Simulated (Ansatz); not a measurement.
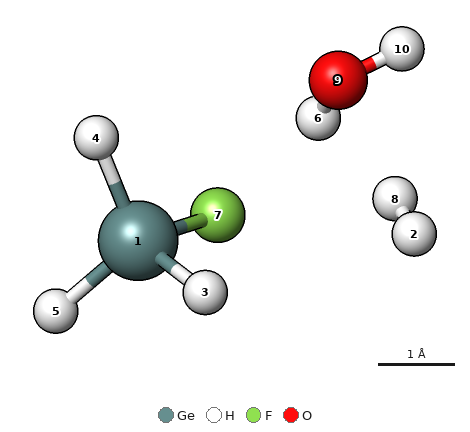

The input geometry (ball-and-stick view, seen at a tilt; atoms are numbered from 1 in the order of the input). Sticks mark near contacts.

Molecular dynamics of GeH$_{7}$OF

System: GeH$_{7}$OF.
Method: RKS PBE0-D4/def2-SVP (Ansatz 0.2.0).

Input
```yaml
crystal:
  periodic: [false, false, false]
  atoms:
    - {symbol: Ge, position_ang: [-1.143275, -1.027794, -0.850096]}
    - {symbol: H, position_ang: [3.027233, 0.180861, -0.154911]}
    - {symbol: H, position_ang: [0.313194, -1.039480, -1.315693]}
    - {symbol: H, position_ang: [-1.361366, -1.694220, 0.508725]}
    - {symbol: H, position_ang: [-2.117627, -1.528123, -1.923318]}
    - {symbol: H, position_ang: [-0.406874, 1.291165, 0.824551]}
    - {symbol: F, position_ang: [-1.563735, 0.666320, -0.628281]}
    - {symbol: H, position_ang: [2.394977, 0.340418, 0.213383]}
    - {symbol: O, position_ang: [0.276548, 1.007337, 1.443155]}
    - {symbol: H, position_ang: [0.580826, 1.803415, 1.882488]}
basis:
  gaussian: {orbitals: def2-SVP}
hamiltonian: {xc: pbe0, dispersion: d4}
md: {n_steps: 30, timestep: -0.5, temperature: 1000, ensemble: nve, seed: 811, initial_velocities: maxwell_boltzmann}
```

Hardware: 4 threads of Arm Neoverse V2, 23 GiB of memory available, shared host.

Command:
```bash
ansatz run in.yaml --threads 4 --pin off --events-out ev --progress --plain --max-ram 9574MiB
```

Log
```
Error: invalid value for `md.timestep`: must be finite and > 0; got -0.5 fs
```

Outcome

- outcome: refused by the program

Diagnosis

The input was spoiled on purpose: negative timestep. The program refused the input: “invalid value for `md.timestep`: must be finite and > 0; got -0.5 fs”
